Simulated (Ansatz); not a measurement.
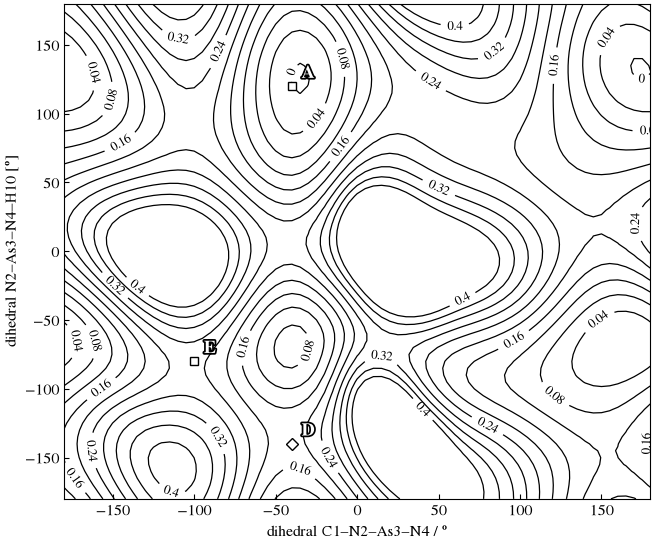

CH₇AsN₂, SMILES CN[AsH]N. First axis: dihedral C1–N2–As3–N4. Second axis: dihedral N2–As3–N4–H10. Nothing is relaxed (all other coordinates rigid). Grid: 18 × 18 points. All energies are given in eV relative to the lowest grid point. Level of theory: RKS B3LYP-D4/def2-SVP (Ansatz 0.2.0).

Drawn: contour lines labelled in eV (none above 0.4), lettered points. Between grid points the surface is interpolated.

**Is D the lowest point of the computed grid?**

No. D lies 0.186 eV above the lowest grid point, which is at dihedral C1–N2–As3–N4 = −40°, dihedral N2–As3–N4–H10 = 120°.

**What kind of point is each of A, D, E: minimum, saddle, maximum or slope?**

A: minimum; D: saddle point; E: saddle point. (In these two coordinates alone; a stationary point may lie a little off the grid point.)
